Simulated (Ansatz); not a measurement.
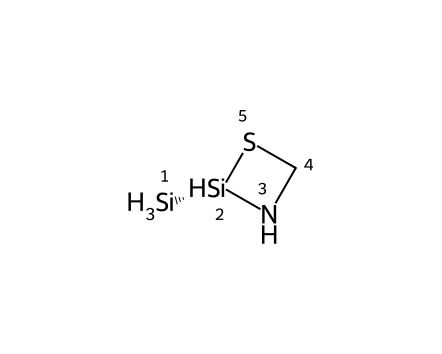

Skeletal drawing with numbered atoms; wedges and dashes mark any stereocentres. The configuration is that of a computed structure (PBE-D4/def2-SVP).

### Assign CIP descriptors.

Si2: R.

### Write the isomeric SMILES.

[SiH3][Si@H]1NCS1
